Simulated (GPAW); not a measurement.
Consider CuPd (Skaergaardite, Pm-3m).

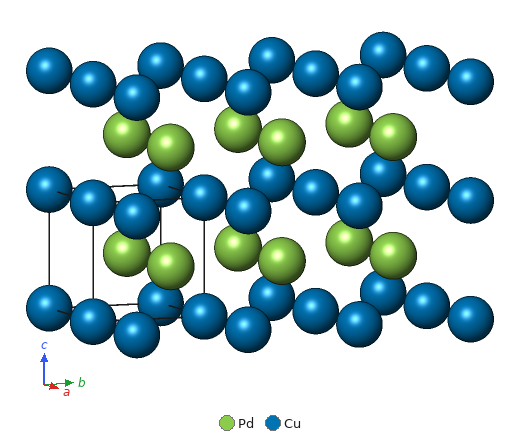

The structure (palladium green, copper blue). 2×3×2 cells are drawn. Some periodic images of atoms are drawn too.

```cif
data_structure
_symmetry_space_group_name_H-M 'P 1'
_symmetry_Int_Tables_number 1
_cell_length_a 2.9880
_cell_length_b 2.9880
_cell_length_c 2.9880
_cell_angle_alpha 90.000
_cell_angle_beta 90.000
_cell_angle_gamma 90.000
_cell_volume 26.68
loop_
_atom_site_label
_atom_site_type_symbol
_atom_site_fract_x
_atom_site_fract_y
_atom_site_fract_z
_atom_site_occupancy
Pd1 Pd 0.50000 0.50000 0.50000 1
Cu2 Cu 0.00000 0.00000 0.00000 1
```

Absorber: atom 1, with 8 Cu at 2.59 Å and 6 Pd at 2.99 Å (cube and octahedron, as in bcc, site symmetry m-3m). Method: GPAW, LDA, excited-electron core hole (neutral cell), 18-atom cell with 6.7 Å between holes, 5×5×5 k points, dipole transitions, Gaussian full width 2.25 eV up to 4 eV, rising linearly to 3.5 eV at 25 eV.

The database entry behind the starting cell differs from later determinations by our own check (about 0.35 % long), so it need not match the best structure at ambient conditions.

Q: Where do the maxima of the Pd L₃ edge fall?

Main maxima up to 30 eV above the zero (height): 2.0 eV (0.96), 7.4 eV (1.38), 18.8 eV (1.06) and 24.2 eV (1.09). At an L edge the dipole rule selects empty d (and weakly s) states on the absorber. 

The Pd L₃ spectrum (energy from the lowest empty level; intensity scaled to a mean of 1 over the first 20 eV):

| E (eV) | intensity |
| --- | --- |
| -2.0 | 0.01 |
| -0.5 | 0.20 |
| 1.0 | 0.79 |
| 2.5 | 0.94 |
| 4.0 | 0.75 |
| 5.5 | 0.83 |
| 7.0 | 1.34 |
| 8.5 | 1.29 |
| 10.0 | 1.23 |
| 11.5 | 1.09 |
| 13.0 | 0.92 |
| 14.5 | 0.88 |
| 16.0 | 0.96 |
| 17.5 | 1.02 |
| 19.0 | 1.06 |
| 20.5 | 0.98 |
| 22.0 | 0.95 |
| 23.5 | 1.07 |
| 25.0 | 1.06 |
| 26.5 | 0.97 |
| 28.0 | 0.99 |
| 29.5 | 1.09 |
| 31.0 | 1.15 |

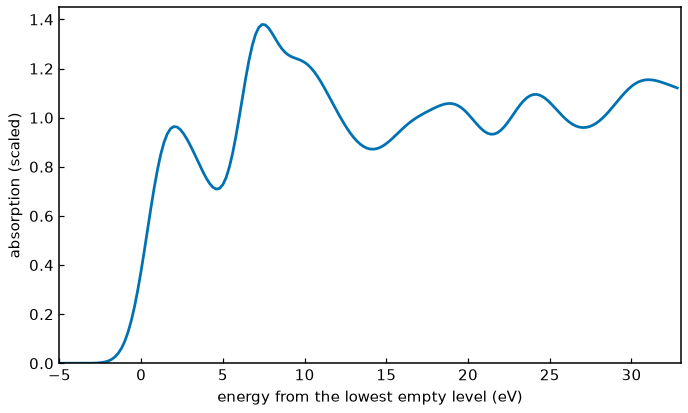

The Pd L₃ edge.

Only the L₃ part is meant: spin–orbit coupling of the core level isn't computed and the L₂ copy isn't added. The script folds with a Gaussian, whereas the core hole's own line is a Lorentzian, so the onset is too steep and the first peak too high. The structure is a published determination, not relaxed.

[Banner, clock and machine lines of the logs are left out without a mark of their own.]

[Logs are printed without paths, hosts, clocks, repeated set-up lines and the standing remarks that a program may print on its own settings, such as how far it seeks lower states.]

[Hosts, paths, dates, database ids (printed as entryN), source tags and the programs' standing remarks are cut or masked in the printed files.]

[Lists of maxima count a maximum above −3 eV only where it reaches 4 % of the highest in the window and stands out from its surroundings by 2 % of it (1.5 % where it reaches 55 %); shoulders and weaker maxima are passed over, and of the rest the first, up to two pre-edge ones and the few strongest are named.]
